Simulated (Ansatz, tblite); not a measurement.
**The cluster Si3H4: removing and adding an electron**

Aim: the energy of removing and adding an electron for the cluster Si3H4, by energy differences, and how well orbital energies stand in for it.

Method: as each input shows; program: Ansatz 0.2.0, Gaussian basis.

The runs, in order: charge +1 doublet, at the geometry of the singlet (PBE0-D4/def2-TZVP, PBE-D4/def2-TZVP, r2SCAN-D4/def2-TZVP, CCSD(T)/def2-TZVPP); charge -1 doublet, at the geometry of the singlet (PBE0-D4/def2-TZVPD, PBE-D4/def2-TZVPD, r2SCAN-D4/def2-TZVPD, CCSD(T)/def2-TZVPD); the starting singlet's energies come from earlier runs.

## (1) The structure

The singlet was relaxed beforehand with PBE0-D4/def2-TZVP. At that level it is the lowest of the isomers that a small search found.

7 atoms, charge 0, spin multiplicity 1.

Atoms are counted from 1 here; the program's logs count them from 0.

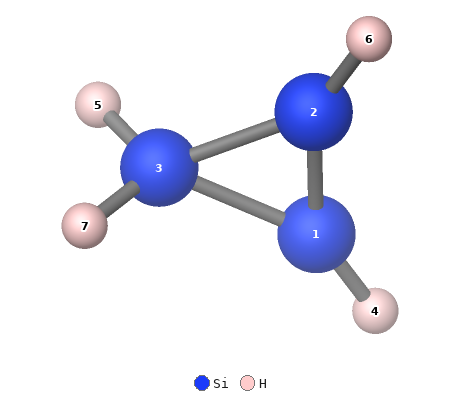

The structure; silicon blue, hydrogen pink; atoms are numbered from 1 in the order of the file.

## (2) Charge +1 doublet at the fixed geometry, first pass, PBE0-D4/def2-SVP

in.yaml reads:

```yaml
crystal:
  periodic: [false, false, false]
  atoms:
    - {symbol: Si, position_ang: [-0.210521, 1.285813, -0.488745]}
    - {symbol: Si, position_ang: [1.003272, 0.295981, 0.917579]}
    - {symbol: Si, position_ang: [-0.487318, -0.972510, -0.263902]}
    - {symbol: H, position_ang: [-0.625983, 2.538502, -1.174952]}
    - {symbol: H, position_ang: [-1.703812, -1.555476, 0.372554]}
    - {symbol: H, position_ang: [2.067455, 0.336720, 1.956107]}
    - {symbol: H, position_ang: [-0.043093, -1.929030, -1.318652]}
basis:
  gaussian: {orbitals: def2-SVP}
total_charge: 1
magnetization: {spin_polarized: true, initial_magnetization: 1}
hamiltonian: {xc: pbe0, dispersion: d4}
output: {orbitals: {seedname: orbitals}}
```

On the command line:

```bash
$ ansatz run in.yaml --threads 4 --pin off --events-out ev --progress --plain --max-ram 3916MiB
```

What it wrote:

```text
Functional definition: PBE0
  name "PBE0"
  cite "Adamo & Barone, J. Chem. Phys. 110, 6158 (1999) doi:10.1063/1.478522"
  cite "Perdew, Burke & Ernzerhof, Phys. Rev. Lett. 77, 3865 (1996) doi:10.1103/PhysRevLett.77.3865"
  parent pbe
  parameter a = 0.25
  parameter kappa = 0.804
  parameter beta = 0.06672455060314922
  exchange = (1 - a)*pbe_x(kappa = kappa, mu = beta*pi^2/3) + a*exact_x
  correlation = pbe_c(beta = beta)
708 factors; integrals over basis functions are off by at most 1.1e-3 eV
mean field evaluation 1: about -23668.5095 eV, gradient 1.3e1 eV
mean field evaluation 2: about -23668.7758 eV, gradient 1.2e1 eV
mean field evaluation 4: about -23669.9362 eV, gradient 3.7e-1 eV
mean field evaluation 8: about -23669.9532 eV, gradient 2.4e-2 eV
mean field evaluation 16: about -23669.9532 eV, gradient 3.0e-5 eV
mean field -23669.95322713 eV, -869.8547370265 hartree, gradient 3.0e-5 eV, S^2 0.755295; 2 other end points of the search recorded, 0 dependent functions left out
reference -23669.95325251 eV, -869.8547379590 hartree; 23, 22 occupied and 51, 52 virtual orbitals, 708 factors
Total energy: -23670.10006621 eV, -869.8601332632 hartree
```

It took 1.2 s on 4 threads of Arm Neoverse V1, shared host.

HOMO -12.63 eV, LUMO -9.90 eV (over both spins); ⟨S²⟩ 0.755 (pure: 0.75).

## (3) Charge +1 doublet at the fixed geometry, PBE0-D4/def2-TZVP

start.molden holds the orbitals of an earlier run on this state, given as this run's starting guess.

Edit in.yaml of step 2 so:

```diff
@@ -11,3 +11,3 @@
 basis:
-  gaussian: {orbitals: def2-SVP}
+  gaussian: {orbitals: def2-TZVP, initial_orbitals: start.molden}
 total_charge: 1
@@ -15,2 +15,3 @@
 hamiltonian: {xc: pbe0, dispersion: d4}
+scf: {omitted_lower_state_checks: [starts]}
 output: {orbitals: {seedname: orbitals}}
```

Launched as before.

What it wrote:

```text
Functional definition: PBE0
  name "PBE0"
  cite "Adamo & Barone, J. Chem. Phys. 110, 6158 (1999) doi:10.1063/1.478522"
  cite "Perdew, Burke & Ernzerhof, Phys. Rev. Lett. 77, 3865 (1996) doi:10.1103/PhysRevLett.77.3865"
  parent pbe
  parameter a = 0.25
  parameter kappa = 0.804
  parameter beta = 0.06672455060314922
  exchange = (1 - a)*pbe_x(kappa = kappa, mu = beta*pi^2/3) + a*exact_x
  correlation = pbe_c(beta = beta)
these checks for a lower state are left out or cut short: starts
980 factors; their error is unknown
mean field evaluation 1: about -23676.5689 eV, gradient 7.5e1 eV
mean field evaluation 2: about -23678.1198 eV, gradient 2.0e0 eV
mean field evaluation 4: about -23678.2473 eV, gradient 9.8e-2 eV
mean field evaluation 8: about -23678.2473 eV, gradient 1.8e-5 eV
mean field -23678.24732023 eV, -870.1595393258 hartree, gradient 1.8e-5 eV, S^2 0.756441; 0 other end points of the search recorded, 0 dependent functions left out
reference -23678.24735564 eV, -870.1595406274 hartree; 23, 22 occupied and 112, 113 virtual orbitals, 980 factors
Total energy: -23678.39416935 eV, -870.1649359316 hartree
Checks for a lower state left out: starts
```

Run time: 2 s. Hardware: 4 threads of Arm Neoverse V1, shared host.

From the report: HOMO -12.60 eV, LUMO -9.76 eV (over both spins); ⟨S²⟩ 0.756 (pure: 0.75).

## (4) Charge +1 doublet at the fixed geometry, PBE-D4/def2-TZVP

Edit in.yaml of step 3 so:

```diff
@@ -14,3 +14,3 @@
 magnetization: {spin_polarized: true, initial_magnetization: 1}
-hamiltonian: {xc: pbe0, dispersion: d4}
+hamiltonian: {xc: pbe, dispersion: d4}
 scf: {omitted_lower_state_checks: [starts]}
```

Launched as before.

What it wrote:

```text
Functional definition: PBE
  name "PBE"
  cite "Perdew, Burke & Ernzerhof, Phys. Rev. Lett. 77, 3865 (1996) doi:10.1103/PhysRevLett.77.3865"
  parent pbe
  parameter kappa = 0.804
  parameter beta = 0.06672455060314922
  exchange = pbe_x(kappa = kappa, mu = beta*pi^2/3)
  correlation = pbe_c(beta = beta)
these checks for a lower state are left out or cut short: starts
932 factors; their error is unknown
mean field evaluation 1: about -23675.9515 eV, gradient 7.4e0 eV
mean field evaluation 2: about -23676.0459 eV, gradient 1.6e-1 eV
mean field evaluation 4: about -23676.0277 eV, gradient 2.2e-3 eV
mean field -23676.02767378 eV, -870.0779688234 hartree, gradient 1.6e-5 eV, S^2 0.755009; 0 other end points of the search recorded, 0 dependent functions left out
reference -23676.02772079 eV, -870.0779705511 hartree; 23, 22 occupied and 112, 113 virtual orbitals, 932 factors
Total energy: -23676.20106394 eV, -870.0843407943 hartree
Checks for a lower state left out: starts
```

Run time: 1.6 s. Hardware: 4 threads of Arm Neoverse V1, shared host.

HOMO -11.65 eV, LUMO -10.63 eV (over both spins); ⟨S²⟩ 0.755 (pure: 0.75).

## (5) Charge +1 doublet at the fixed geometry, r2SCAN-D4/def2-TZVP

Edit in.yaml of step 4 so:

```diff
@@ -14,3 +14,3 @@
 magnetization: {spin_polarized: true, initial_magnetization: 1}
-hamiltonian: {xc: pbe, dispersion: d4}
+hamiltonian: {xc: r2scan, dispersion: d4}
 scf: {omitted_lower_state_checks: [starts]}
```

The command is unchanged.

What it wrote:

```text
Functional definition: r2SCAN
  name "r2SCAN"
  cite "Furness, Kaplan, Ning, Perdew & Sun, J. Phys. Chem. Lett. 11, 8208 (2020) doi:10.1021/acs.jpclett.0c02405"
  cite "Furness, Kaplan, Ning, Perdew & Sun, J. Phys. Chem. Lett. 11, 9248 (2020) doi:10.1021/acs.jpclett.0c03077"
  parent r2scan
  parameter k0 = 0.174
  parameter k1 = 0.065
  parameter a1 = 4.9479
  exchange = r2scan_x(k0 = k0, k1 = k1, a1 = a1)
  correlation = r2scan_c
these checks for a lower state are left out or cut short: starts
932 factors; their error is unknown
mean field evaluation 1: about -23686.0005 eV, gradient 5.1e0 eV
mean field evaluation 2: about -23686.0397 eV, gradient 7.4e-2 eV
mean field evaluation 4: about -23686.0201 eV, gradient 4.2e-4 eV
mean field -23686.02010375 eV, -870.4451838517 hartree, gradient 2.6e-5 eV, S^2 0.761683; 0 other end points of the search recorded, 0 dependent functions left out
reference -23686.02012107 eV, -870.4451844881 hartree; 23, 22 occupied and 112, 113 virtual orbitals, 932 factors
Total energy: -23686.05601896 eV, -870.4465037114 hartree
Checks for a lower state left out: starts
```

Run time: 3.9 s. Hardware: 4 threads of Arm Neoverse V1, shared host.

From the report: HOMO -12.02 eV, LUMO -10.37 eV (over both spins); ⟨S²⟩ 0.762 (pure: 0.75).

## (6) Charge +1 doublet at the fixed geometry, CCSD(T)/def2-TZVPP

Edit in.yaml of step 5 so:

```diff
@@ -11,7 +11,7 @@
 basis:
-  gaussian: {orbitals: def2-TZVP, initial_orbitals: start.molden}
+  gaussian: {orbitals: def2-TZVPP, initial_orbitals: start.molden}
 total_charge: 1
 magnetization: {spin_polarized: true, initial_magnetization: 1}
-hamiltonian: {xc: r2scan, dispersion: d4}
-scf: {omitted_lower_state_checks: [starts]}
+correlation: {method: ccsd_t}
+scf: {omitted_lower_state_checks: [starts, cluster_reference]}
 output: {orbitals: {seedname: orbitals}}
```

Launched as before.

What it wrote, shortened:

```text
Functional definition: HF
  name "HF"
  cite "Fock, Z. Phys. 61, 126 (1930) doi:10.1007/BF01340294"
  parent pbe
[...]
1041 factors; integrals over basis functions are off by at most 7.8e-4 eV
[...]
mean field -23641.12953558 eV, -868.7954858995 hartree, gradient 1.1e-6 eV, S^2 0.764248; 0 other end points of the search recorded, 0 dependent functions left out
15 core orbitals not correlated: weight in the atoms' cores, before any rotation towards them, 1.000 or more for the frozen orbitals, at most 0.000 for the correlated occupied ones
reference -23641.12953558 eV, -868.7954858995 hartree; 8, 7 occupied and 159, 160 virtual orbitals, 1041 factors
second order -8.39170110 eV of doubles, -0.00000000 eV of singles
cycle   1  -9.32867890 eV  change   -9.4e-1 eV  update   8.9e-2
[...]
cycle  11  -9.75760247 eV  change   -3.6e-6 eV  update   1.0e-5
perturbative correction -0.46229631 eV, -0.0169890760 hartree
Total energy: -23651.34943436 eV, -869.1710602523 hartree
Checks for a lower state left out: starts, cluster_reference
```

Run time: 4 min. Hardware: 4 threads of Arm Neoverse V1, shared host; peak memory 1.5 GiB.

From the report: Hartree-Fock HOMO -14.71 eV, LUMO -6.03 eV (over both spins); ⟨S²⟩ 0.764 (pure: 0.75); T1 0.019.

## (7) Vertical ionisation energy

Charged state less starting state, singlet to doublet; the starting state's energies are those of its earlier runs.

Differences are taken before rounding.

| method | vertical ionisation energy (eV) | from CCSD(T)/def2-TZVPP (eV) | time |
| --- | --- | --- | --- |
| HF/def2-TZVPP | 6.83 | -1.29 |  |
| PBE-D4/def2-TZVP | 8.04 | -0.09 | 2.5 s |
| r2SCAN-D4/def2-TZVP | 8.01 | -0.12 | 5.8 s |
| PBE0-D4/def2-TZVP | 8.01 | -0.12 | 3.1 s |
| MP2/def2-TZVPP | 8.17 | +0.04 |  |
| CCSD/def2-TZVPP | 7.97 | -0.15 |  |
| CCSD(T)/def2-TZVPP | 8.12 | 0 | 4.2 min |

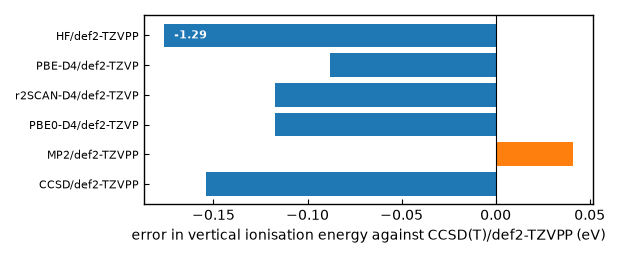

Error of each method against CCSD(T)/def2-TZVPP. Bars with a number in them are cut short.

Times add the two runs; a level without a time comes out of a correlated run. The closed-shell reference under CCSD(T)/def2-TZVPP is unstable towards broken spin symmetry, which adds to the doubt on it.

Beside −ε(HOMO) of the starting state:

| level | −ε(HOMO) (eV) | by difference (eV) | mismatch (eV) |
| --- | --- | --- | --- |
| PBE-D4/def2-TZVP | 5.36 | 8.04 | -2.67 |
| r2SCAN-D4/def2-TZVP | 5.55 | 8.01 | -2.46 |
| PBE0-D4/def2-TZVP | 6.17 | 8.01 | -1.83 |

## (8) Charge -1 doublet at the fixed geometry, first pass, PBE0-D4/def2-SVP

Edit in.yaml of step 6 so:

```diff
@@ -11,7 +11,6 @@
 basis:
-  gaussian: {orbitals: def2-TZVPP, initial_orbitals: start.molden}
-total_charge: 1
+  gaussian: {orbitals: def2-SVP}
+total_charge: -1
 magnetization: {spin_polarized: true, initial_magnetization: 1}
-correlation: {method: ccsd_t}
-scf: {omitted_lower_state_checks: [starts, cluster_reference]}
+hamiltonian: {xc: pbe0, dispersion: d4}
 output: {orbitals: {seedname: orbitals}}
```

Same command.

What it wrote:

```text
Functional definition: PBE0
  name "PBE0"
  cite "Adamo & Barone, J. Chem. Phys. 110, 6158 (1999) doi:10.1063/1.478522"
  cite "Perdew, Burke & Ernzerhof, Phys. Rev. Lett. 77, 3865 (1996) doi:10.1103/PhysRevLett.77.3865"
  parent pbe
  parameter a = 0.25
  parameter kappa = 0.804
  parameter beta = 0.06672455060314922
  exchange = (1 - a)*pbe_x(kappa = kappa, mu = beta*pi^2/3) + a*exact_x
  correlation = pbe_c(beta = beta)
708 factors; integrals over basis functions are off by at most 1.1e-3 eV
mean field evaluation 1: about -23677.6594 eV, gradient 6.2e0 eV
mean field evaluation 2: about -23677.7757 eV, gradient 5.1e0 eV
mean field evaluation 4: about -23677.9936 eV, gradient 2.2e-1 eV
mean field evaluation 8: about -23678.0095 eV, gradient 4.4e-2 eV
mean field evaluation 16: about -23678.0096 eV, gradient 5.7e-5 eV
mean field -23678.00956312 eV, -870.1508019132 hartree, gradient 5.7e-5 eV, S^2 0.760497; 2 other end points of the search recorded, 0 dependent functions left out
reference -23678.00959154 eV, -870.1508029579 hartree; 24, 23 occupied and 50, 51 virtual orbitals, 708 factors
Total energy: -23678.22305486 eV, -870.1586475899 hartree
```

It took 1.2 s on 4 threads of Arm Neoverse V1, shared host.

HOMO 1.81 eV, LUMO 4.36 eV (over both spins); ⟨S²⟩ 0.760 (pure: 0.75). Doubts: highest occupied level lies above zero.

## (9) Charge -1 doublet at the fixed geometry, PBE0-D4/def2-TZVPD

Edit in.yaml of step 8 so:

```diff
@@ -11,3 +11,3 @@
 basis:
-  gaussian: {orbitals: def2-SVP}
+  gaussian: {orbitals: def2-TZVPD, initial_orbitals: start.molden}
 total_charge: -1
@@ -15,2 +15,3 @@
 hamiltonian: {xc: pbe0, dispersion: d4}
+scf: {omitted_lower_state_checks: [starts]}
 output: {orbitals: {seedname: orbitals}}
```

Same command.

What it wrote:

```text
Functional definition: PBE0
  name "PBE0"
  cite "Adamo & Barone, J. Chem. Phys. 110, 6158 (1999) doi:10.1063/1.478522"
  cite "Perdew, Burke & Ernzerhof, Phys. Rev. Lett. 77, 3865 (1996) doi:10.1103/PhysRevLett.77.3865"
  parent pbe
  parameter a = 0.25
  parameter kappa = 0.804
  parameter beta = 0.06672455060314922
  exchange = (1 - a)*pbe_x(kappa = kappa, mu = beta*pi^2/3) + a*exact_x
  correlation = pbe_c(beta = beta)
these checks for a lower state are left out or cut short: starts
1092 factors; their error is unknown
mean field evaluation 1: about -23684.6217 eV, gradient 7.5e1 eV
mean field evaluation 2: about -23686.3380 eV, gradient 2.7e0 eV
mean field evaluation 4: about -23686.4947 eV, gradient 3.6e-3 eV
mean field evaluation 8: about -23686.5096 eV, gradient 2.6e-5 eV
mean field -23686.50955900 eV, -870.4631710003 hartree, gradient 2.6e-5 eV, S^2 0.762600; 0 other end points of the search recorded, 0 dependent functions left out
reference -23686.50959867 eV, -870.4631724585 hartree; 24, 23 occupied and 141, 142 virtual orbitals, 1092 factors
Total energy: -23686.72306199 eV, -870.4710170904 hartree
Checks for a lower state left out: starts
```

It took 3.5 s on 4 threads of Arm Neoverse V1, shared host.

From the report: HOMO 1.29 eV, LUMO 3.31 eV (over both spins); ⟨S²⟩ 0.763 (pure: 0.75). Doubts: highest occupied level lies above zero.

## (10) Charge -1 doublet at the fixed geometry, PBE-D4/def2-TZVPD

Edit in.yaml of step 9 so:

```diff
@@ -14,3 +14,3 @@
 magnetization: {spin_polarized: true, initial_magnetization: 1}
-hamiltonian: {xc: pbe0, dispersion: d4}
+hamiltonian: {xc: pbe, dispersion: d4}
 scf: {omitted_lower_state_checks: [starts]}
```

Same command.

What it wrote:

```text
Functional definition: PBE
  name "PBE"
  cite "Perdew, Burke & Ernzerhof, Phys. Rev. Lett. 77, 3865 (1996) doi:10.1103/PhysRevLett.77.3865"
  parent pbe
  parameter kappa = 0.804
  parameter beta = 0.06672455060314922
  exchange = pbe_x(kappa = kappa, mu = beta*pi^2/3)
  correlation = pbe_c(beta = beta)
these checks for a lower state are left out or cut short: starts
1029 factors; their error is unknown
mean field evaluation 1: about -23684.2528 eV, gradient 7.4e0 eV
mean field evaluation 2: about -23684.3400 eV, gradient 1.3e-1 eV
mean field evaluation 4: about -23684.3278 eV, gradient 5.1e-4 eV
mean field -23684.32780791 eV, -870.3829931267 hartree, gradient 7.0e-6 eV, S^2 0.757004; 0 other end points of the search recorded, 0 dependent functions left out
reference -23684.32785963 eV, -870.3829950273 hartree; 24, 23 occupied and 141, 142 virtual orbitals, 1029 factors
Total energy: -23684.57842771 eV, -870.3922032343 hartree
Checks for a lower state left out: starts
```

Wall time 2.3 s (4 threads of Arm Neoverse V1, shared host).

From the report: HOMO 1.96 eV, LUMO 2.65 eV (over both spins); ⟨S²⟩ 0.757 (pure: 0.75). Doubts: highest occupied level lies above zero.

## (11) Charge -1 doublet at the fixed geometry, r2SCAN-D4/def2-TZVPD

Edit in.yaml of step 10 so:

```diff
@@ -14,3 +14,3 @@
 magnetization: {spin_polarized: true, initial_magnetization: 1}
-hamiltonian: {xc: pbe, dispersion: d4}
+hamiltonian: {xc: r2scan, dispersion: d4}
 scf: {omitted_lower_state_checks: [starts]}
```

Launched as before.

What it wrote:

```text
Functional definition: r2SCAN
  name "r2SCAN"
  cite "Furness, Kaplan, Ning, Perdew & Sun, J. Phys. Chem. Lett. 11, 8208 (2020) doi:10.1021/acs.jpclett.0c02405"
  cite "Furness, Kaplan, Ning, Perdew & Sun, J. Phys. Chem. Lett. 11, 9248 (2020) doi:10.1021/acs.jpclett.0c03077"
  parent r2scan
  parameter k0 = 0.174
  parameter k1 = 0.065
  parameter a1 = 4.9479
  exchange = r2scan_x(k0 = k0, k1 = k1, a1 = a1)
  correlation = r2scan_c
these checks for a lower state are left out or cut short: starts
1029 factors; their error is unknown
mean field evaluation 1: about -23694.3407 eV, gradient 5.2e0 eV
mean field evaluation 2: about -23694.3758 eV, gradient 5.9e-2 eV
mean field evaluation 4: about -23694.3612 eV, gradient 2.2e-4 eV
mean field -23694.36121804 eV, -870.7517141480 hartree, gradient 1.6e-5 eV, S^2 0.769035; 0 other end points of the search recorded, 0 dependent functions left out
reference -23694.36123993 eV, -870.7517149526 hartree; 24, 23 occupied and 141, 142 virtual orbitals, 1029 factors
Total energy: -23694.41719903 eV, -870.7537714114 hartree
Checks for a lower state left out: starts
```

Wall time 5.5 s (4 threads of Arm Neoverse V1, shared host).

Report: HOMO 1.80 eV, LUMO 3.02 eV (over both spins); ⟨S²⟩ 0.769 (pure: 0.75). Doubts: highest occupied level lies above zero.

## (12) Charge -1 doublet at the fixed geometry, CCSD(T)/def2-TZVPD

Edit in.yaml of step 11 so:

```diff
@@ -14,4 +14,4 @@
 magnetization: {spin_polarized: true, initial_magnetization: 1}
-hamiltonian: {xc: r2scan, dispersion: d4}
-scf: {omitted_lower_state_checks: [starts]}
+correlation: {method: ccsd_t}
+scf: {omitted_lower_state_checks: [starts, cluster_reference]}
 output: {orbitals: {seedname: orbitals}}
```

Launched as before.

What it wrote, shortened:

```text
Functional definition: HF
  name "HF"
  cite "Fock, Z. Phys. 61, 126 (1930) doi:10.1007/BF01340294"
  parent pbe
[...]
1088 factors; integrals over basis functions are off by at most 9.0e-4 eV
[...]
mean field -23647.45030265 eV, -869.0277698048 hartree, gradient 4.3e-6 eV, S^2 0.798570; 0 other end points of the search recorded, 0 dependent functions left out
15 core orbitals not correlated: weight in the atoms' cores, before any rotation towards them, 1.000 or more for the frozen orbitals, at most 0.000 for the correlated occupied ones
reference -23647.45030265 eV, -869.0277698048 hartree; 9, 8 occupied and 141, 142 virtual orbitals, 1088 factors
second order -9.86467265 eV of doubles, -0.00000000 eV of singles
cycle   1  -10.66616838 eV  change   -8.0e-1 eV  update   1.0e-1
[...]
cycle  13  -11.12821394 eV  change   -1.1e-5 eV  update   1.3e-5
perturbative correction -0.65039382 eV, -0.0239015322 hartree
Total energy: -23659.22891041 eV, -869.4606256563 hartree
Checks for a lower state left out: starts, cluster_reference
```

It took 37 s on 4 threads of Arm Neoverse V1, shared host; peak memory 2.7 GiB.

Hartree-Fock HOMO -0.13 eV, LUMO 4.91 eV (over both spins); ⟨S²⟩ 0.799 (pure: 0.75); T1 0.019.

## (13) Vertical electron affinity

Starting state less charged state (positive: the electron is bound), singlet to doublet; the starting state's energies are those of its earlier runs.

| method | vertical electron affinity (eV) | from CCSD(T)/def2-TZVPD (eV) | time |
| --- | --- | --- | --- |
| HF/def2-TZVPD | -0.50 | -0.58 |  |
| PBE-D4/def2-TZVPD | 0.33 | +0.25 | 3.7 s |
| r2SCAN-D4/def2-TZVPD | 0.34 | +0.26 | 8.3 s |
| PBE0-D4/def2-TZVPD | 0.31 | +0.23 | 5 s |
| MP2/def2-TZVPD | 0.01 | -0.07 |  |
| CCSD/def2-TZVPD | 0.03 | -0.05 |  |
| CCSD(T)/def2-TZVPD | 0.08 | 0 | 45 s |

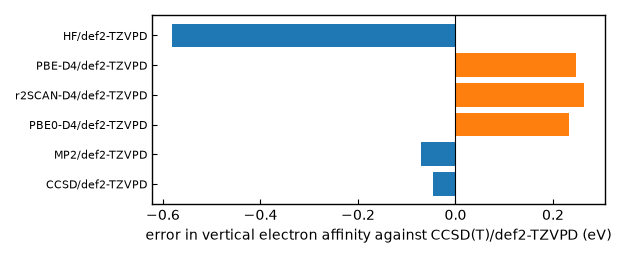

Deviations from CCSD(T)/def2-TZVPD, method by method.

Times add the two runs; a level without a time comes out of a correlated run. The closed-shell reference under CCSD(T)/def2-TZVPD is unstable towards broken spin symmetry, which adds to the doubt on it.

Beside −ε(LUMO) of the starting state:

| level | −ε(LUMO) (eV) | by difference (eV) | mismatch (eV) |
| --- | --- | --- | --- |
| PBE-D4/def2-TZVPD | 2.57 | 0.33 | +2.24 |
| r2SCAN-D4/def2-TZVPD | 2.42 | 0.34 | +2.08 |
| PBE0-D4/def2-TZVPD | 1.83 | 0.31 | +1.52 |

## (14) Results

| quantity | value |
| --- | --- |
| vertical ionisation energy, functionals in def2-TZVP | 8.01 (PBE0-D4) to 8.04 eV (PBE-D4) |
| vertical ionisation energy, CCSD(T)/def2-TZVPP | 8.12 eV |
| vertical electron affinity, functionals in def2-TZVPD | 0.31 (PBE0-D4) to 0.34 eV (r2SCAN-D4) |
| vertical electron affinity, CCSD(T)/def2-TZVPD | 0.08 eV |

The vertical ionisation energy spans 8.01 to 8.04 eV over the functionals, beside 8.12 eV from CCSD(T)/def2-TZVPP. −ε(HOMO) misses the level's own difference by -1.83 eV at best (PBE0-D4) and -2.67 eV at worst (PBE-D4). The reference is CCSD(T) in one finite basis, so it carries an error of its own, often a tenth of an eV or more, and near misses can't be ranked. The vertical electron affinity spans 0.31 to 0.34 eV over the functionals, beside 0.08 eV from CCSD(T)/def2-TZVPD. The anion's highest level lies above zero where self-interaction lifts it, so diffuse functions weigh on these values. −ε(LUMO) misses the level's own difference by +1.52 eV at best (PBE0-D4) and +2.24 eV at worst (PBE-D4).

The anion's highest level is positive in at least one run, so there the basis alone may hold the extra electron.
